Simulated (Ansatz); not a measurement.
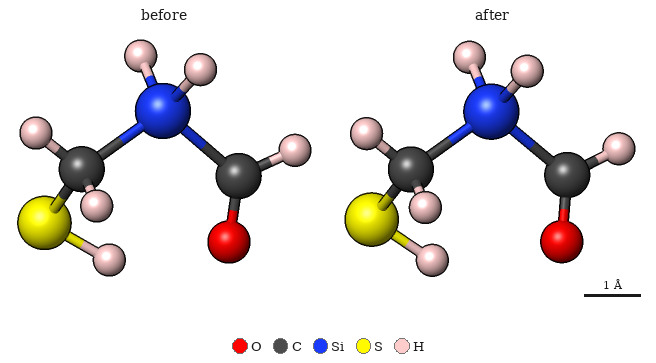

The structure of C$_{2}$H$_{6}$OSSi before (left) and after (right) a relaxation, at one scale.

A ball-and-stick model, seen at a tilt.

The start comes from PBE-D4/def2-SVP.

Method: RKS PBE0-D4/def2-TZVP (Ansatz).

The input:
```yaml
crystal:
  periodic: [false, false, false]
  atoms:
    - {symbol: O, position_ang: [-1.790948, -0.413250, 1.180939]}
    - {symbol: C, position_ang: [-0.788868, 0.183906, 1.545291]}
    - {symbol: Si, position_ang: [0.755903, 0.503482, 0.399453]}
    - {symbol: C, position_ang: [0.318948, 0.006516, -1.371780]}
    - {symbol: S, position_ang: [-0.180652, -1.767132, -1.424069]}
    - {symbol: H, position_ang: [-0.743297, 0.595761, 2.606891]}
    - {symbol: H, position_ang: [1.913299, -0.293307, 0.935504]}
    - {symbol: H, position_ang: [1.073904, 1.973849, 0.546470]}
    - {symbol: H, position_ang: [-0.469419, 0.657020, -1.804618]}
    - {symbol: H, position_ang: [1.208910, 0.098514, -2.027274]}
    - {symbol: H, position_ang: [-1.232379, -1.602359, -0.566108]}
basis:
  gaussian: {orbitals: def2-TZVP}
hamiltonian: {xc: pbe0, dispersion: d4}
relax: {f_tol: 0.005, max_steps: 150}
```

Launched with:
```bash
ansatz run in.yaml --threads 4 --pin off --events-out ev --progress --plain --max-ram 10444MiB
```

> Summarise the run.

The largest move after the best rigid fit is that of O1, 0.23 Å. By element the largest moves are O 0.23 Å, H 0.16 Å, S 0.06 Å, C 0.03 Å, Si 0.02 Å. Near-neighbour distances that change, for instance: C4–S5 1.843 → 1.817 Å, S5–H11 1.367 → 1.343 Å, C2–Si3 1.950 → 1.926 Å, C2–H6 1.140 → 1.117 Å. The energy falls by 0.068 eV in 11 accepted moves (15 points after the start). Largest force component: 1.1 eV/Å at the start, 0.0018 eV/Å at the end. The line search rejected the trial steps at points 2, 8, 12, 13 of the run. Cost: 58 s on 4 threads of Arm Neoverse V2, with other jobs on the host.
